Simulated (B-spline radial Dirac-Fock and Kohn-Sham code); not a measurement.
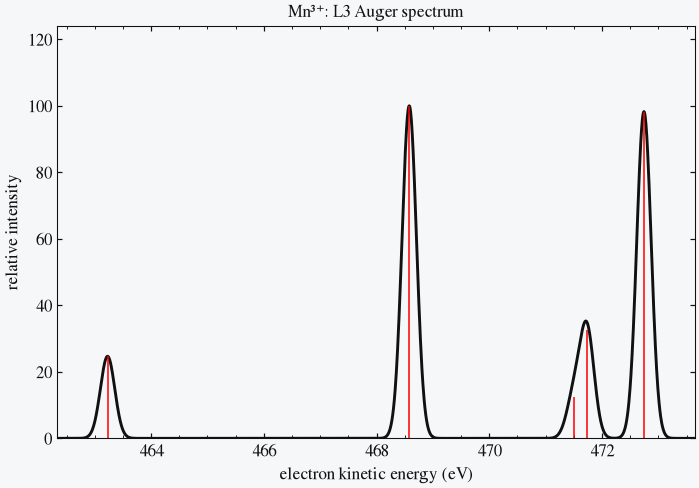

The Auger multiplet of an L3 hole with both final holes in M23, broadened by 0.30 eV full width. Kinetic energies count from the vacuum level; very weak lines are left out. Lines are named by their largest jj component, which in light atoms can differ from the customary names. System: the ion Mn³⁺, configuration [Ar] 3d4. Level of theory: Dirac–Fock ΔSCF energies in intermediate coupling of the two holes, Coulomb rates, valence shells as spectators; calculated with a radial B-spline solver.

Question: Which line is strongest?

Answer: L3-M2M3 J=2 at 468.6 eV, 37 % of the multiplet.
